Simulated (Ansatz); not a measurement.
# CHF₂: geometry relaxation

The run: geometry relaxation of CHF₂, multiplicity 2. Method and program: UKS PBE0-D4/def2-TZVP (Ansatz 0.2.0).

Figures and captions count atoms from 1; the log counts them from 0 in places.

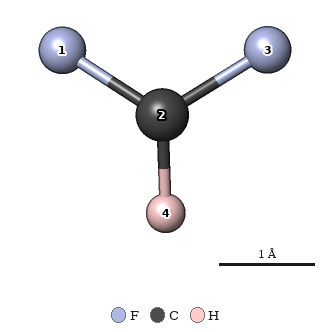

*The starting structure (ball-and-stick view, seen on its broad side; atoms are numbered from 1 in the order of the input).*

Bond lengths as drawn: C–F 1.31 to 1.34 Å and C–H 1.09 Å.

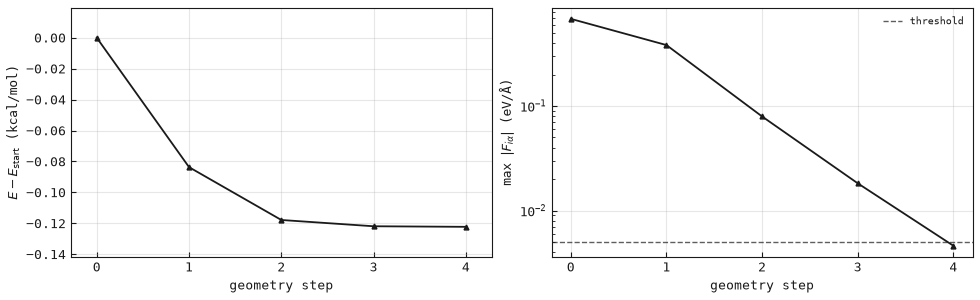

*Progress of the relaxation, step by step (the first geometry is step 0 here and step 1 in the log).*

C2 moves most after the best rigid fit: 0.010 Å. By element the largest moves are C 0.010 Å, F 0.005 Å, H 0.004 Å. Among the contacts that change: F1–C2 1.336 → 1.321 Å, C2–F3 1.314 → 1.321 Å. After 4 geometry steps the energy has fallen by 0.12 kcal/mol. Largest force component: 0.68 eV/Å at the start, 0.0046 eV/Å at the end. (Atoms are counted from 1 in the order of the input.)

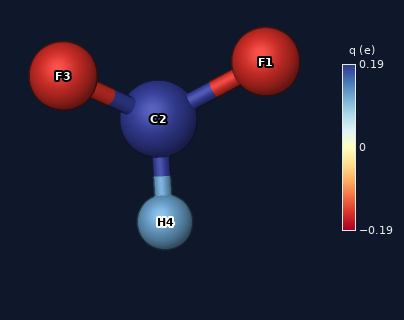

*Mulliken charges, as the colour of each atom (ball-and-stick view, seen at an oblique angle; atoms are numbered from 1 in the order of the input; Mulliken charges depend strongly on the basis).*

By element: F −0.15, C +0.19 and H +0.12 e.

The input and output of the run follow.

## Input
```yaml
crystal:
  periodic: [false, false, false]
  atoms:
    - {symbol: F, position_ang: [0.494520, 0.747109, -0.541495]}
    - {symbol: C, position_ang: [0.452619, 0.546099, 0.778161]}
    - {symbol: F, position_ang: [1.666874, 0.466971, 1.275123]}
    - {symbol: H, position_ang: [-0.224692, -0.253319, 1.076589]}
basis:
  gaussian: {orbitals: def2-TZVP}
magnetization: {spin_polarized: true, initial_magnetization: 1}
hamiltonian: {xc: pbe0, dispersion: d4}
relax: {f_tol: 0.005, max_steps: 200}
```

Launch command:
```bash
ansatz run in.yaml --threads 4 --pin off --events-out ev --progress --plain --max-ram 9574MiB
```

## Log
```
Functional definition: PBE0
  name "PBE0"
  cite "Adamo & Barone, J. Chem. Phys. 110, 6158 (1999) doi:10.1063/1.478522"
  cite "Perdew, Burke & Ernzerhof, Phys. Rev. Lett. 77, 3865 (1996) doi:10.1103/PhysRevLett.77.3865"
  parent pbe
  parameter a = 0.25
  parameter kappa = 0.804
  parameter beta = 0.06672455060314922
  exchange = (1 - a)*pbe_x(kappa = kappa, mu = beta*pi^2/3) + a*exact_x
  correlation = pbe_c(beta = beta)
536 factors; their error is unknown
mean field evaluation 1: about -6480.5398 eV, gradient 1.7e1 eV
mean field evaluation 2: about -6480.5184 eV, gradient 1.9e1 eV
mean field evaluation 4: about -6481.4106 eV, gradient 7.9e-1 eV
mean field evaluation 8: about -6481.4138 eV, gradient 6.1e-2 eV
mean field evaluation 16: about -6481.4363 eV, gradient 1.9e-5 eV
mean field -6481.43631670 eV, -238.1883913633 hartree, gradient 1.9e-5 eV, S^2 0.752583; 0 other end points of the search recorded, 0 dependent functions left out
the calculation of the forces begins
reference -6481.43633394 eV, -238.1883919971 hartree; 13, 12 occupied and 86, 87 virtual orbitals, 536 factors
relax step   1: F+E_penalty+E_count = -6481.45916531 eV  Δ(F+E_penalty+E_count) = +0.000e0 eV  max|allowed force component| = 6.820e-1 eV/Å  Δτ_max = 0.0000 Å  (27 SCF iters, accepted)
these checks for a lower state are left out or cut short: starts, cluster_reference, orbital_swaps, neighbouring_geometries, increment
536 factors; their error is unknown
mean field -6481.43994477 eV, -238.1885246925 hartree, gradient 1.6e-5 eV, S^2 0.752580; 0 other end points of the search recorded, 0 dependent functions left out
the calculation of the forces begins
reference -6481.43996205 eV, -238.1885253274 hartree; 13, 12 occupied and 86, 87 virtual orbitals, 536 factors
relax step   2: F+E_penalty+E_count = -6481.46279336 eV  Δ(F+E_penalty+E_count) = -3.628e-3 eV  max|allowed force component| = 3.828e-1 eV/Å  Δτ_max = 0.0043 Å  (33 SCF iters, accepted)
these checks for a lower state are left out or cut short: starts, cluster_reference, orbital_swaps, neighbouring_geometries, increment
536 factors; their error is unknown
mean field -6481.44142699 eV, -238.1885791630 hartree, gradient 1.7e-5 eV, S^2 0.752589; 0 other end points of the search recorded, 0 dependent functions left out
the calculation of the forces begins
reference -6481.44144431 eV, -238.1885797995 hartree; 13, 12 occupied and 86, 87 virtual orbitals, 536 factors
relax step   3: F+E_penalty+E_count = -6481.46427420 eV  Δ(F+E_penalty+E_count) = -1.481e-3 eV  max|allowed force component| = 7.944e-2 eV/Å  Δτ_max = 0.0084 Å  (31 SCF iters, accepted)
these checks for a lower state are left out or cut short: starts, cluster_reference, orbital_swaps, neighbouring_geometries, increment
536 factors; their error is unknown
mean field evaluation 32: about -6481.4192 eV, gradient 3.3e-1 eV
mean field -6481.44160154 eV, -238.1885855775 hartree, gradient 1.6e-5 eV, S^2 0.752572; 0 other end points of the search recorded, 0 dependent functions left out
the calculation of the forces begins
reference -6481.44161883 eV, -238.1885862130 hartree; 13, 12 occupied and 86, 87 virtual orbitals, 536 factors
relax step   4: F+E_penalty+E_count = -6481.46445019 eV  Δ(F+E_penalty+E_count) = -1.760e-4 eV  max|allowed force component| = 1.823e-2 eV/Å  Δτ_max = 0.0035 Å  (33 SCF iters, accepted)
these checks for a lower state are left out or cut short: starts, cluster_reference, orbital_swaps, neighbouring_geometries, increment
536 factors; their error is unknown
mean field -6481.44161733 eV, -238.1885861578 hartree, gradient 1.6e-5 eV, S^2 0.752579; 0 other end points of the search recorded, 0 dependent functions left out
the calculation of the forces begins
reference -6481.44163463 eV, -238.1885867936 hartree; 13, 12 occupied and 86, 87 virtual orbitals, 536 factors
relax step   5: F+E_penalty+E_count = -6481.46446595 eV  Δ(F+E_penalty+E_count) = -1.576e-5 eV  max|allowed force component| = 4.608e-3 eV/Å  Δτ_max = 0.0012 Å  (33 SCF iters, accepted)
536 factors; their error is unknown
mean field evaluation 64: about -6481.4416 eV, gradient 2.8e-3 eV
mean field -6481.44161733 eV, -238.1885861578 hartree, gradient 1.6e-5 eV, S^2 0.752579; 1 other end points of the search recorded, 0 dependent functions left out
the calculation of the forces begins
reference -6481.44163463 eV, -238.1885867936 hartree; 13, 12 occupied and 86, 87 virtual orbitals, 536 factors
Total energy: -6481.46448325 eV, -238.1894264651 hartree
Atom 0 at     0.492252     0.746848    -0.536975 Å, force    -0.000072    -0.001065     0.004476 eV/Å
Atom 1 at     0.451484     0.547952     0.768117 Å, force     0.000280     0.002769    -0.004608 eV/Å
Atom 2 at     1.666440     0.464558     1.279115 Å, force    -0.001806    -0.001190    -0.000226 eV/Å
Atom 3 at    -0.220854    -0.252499     1.078120 Å, force     0.001598    -0.000515     0.000359 eV/Å
Dipole moment:    -0.196357    -0.166116     0.101258 e Å
```

## Trajectory as extended XYZ (Å, eV, eV/Å), 5 frames, from step=1 to step=5
```
4
Properties=species:S:1:pos:R:3:forces:R:3 step=1 energy=-6481.45917
F     0.4945    0.7471   -0.5415   -0.0676  -0.0687   0.5057
C     0.4526    0.5461    0.7782   -0.0700   0.1507  -0.6820
F     1.6669    0.4670    1.2751    0.1159  -0.0490   0.1330
H    -0.2247   -0.2533    1.0766    0.0217  -0.0329   0.0434
4
Properties=species:S:1:pos:R:3:forces:R:3 step=2 energy=-6481.46279
F     0.4927    0.7464   -0.5390   -0.0233  -0.0300   0.2687
C     0.4530    0.5470    0.7740   -0.0869   0.0774  -0.3828
F     1.6668    0.4661    1.2771    0.0887  -0.0317   0.0784
H    -0.2233   -0.2527    1.0762    0.0216  -0.0156   0.0356
4
Properties=species:S:1:pos:R:3:forces:R:3 step=3 energy=-6481.46427
F     0.4916    0.7482   -0.5382    0.0219  -0.0158  -0.0114
C     0.4523    0.5471    0.7657   -0.0494  -0.0063   0.0794
F     1.6656    0.4641    1.2808    0.0161   0.0050  -0.0329
H    -0.2202   -0.2525    1.0802    0.0114   0.0171  -0.0351
4
Properties=species:S:1:pos:R:3:forces:R:3 step=4 energy=-6481.46445
F     0.4922    0.7464   -0.5368   -0.0003   0.0069  -0.0034
C     0.4511    0.5490    0.7683    0.0097  -0.0182  -0.0009
F     1.6662    0.4640    1.2791   -0.0026   0.0068   0.0000
H    -0.2201   -0.2526    1.0778   -0.0067   0.0045   0.0043
4
Properties=species:S:1:pos:R:3:forces:R:3 step=5 energy=-6481.46447
F     0.4923    0.7468   -0.5370   -0.0001  -0.0011   0.0045
C     0.4515    0.5480    0.7681    0.0003   0.0028  -0.0046
F     1.6664    0.4646    1.2791   -0.0018  -0.0012  -0.0002
H    -0.2209   -0.2525    1.0781    0.0016  -0.0005   0.0004
```

## Key numbers

| quantity | value |
| --- | --- |
| outcome | converged |
| total energy | −6481.4645 eV |
| mean-field energy | −6481.4416 eV |
| dispersion energy | −0.0228 eV |
| ⟨S²⟩ | 0.753 |
| SCF solution under orbital rotations | stable |
| largest force (length of the vector) at the end | 0.005 eV/Å |
| dipole moment | 1.33 D |
| hardware | 4 threads of Arm Neoverse V1, 23 GiB of memory available, shared host |
| wall time | 4.3 s (CPU time 16 s) |
| peak memory | 0.36 GiB |
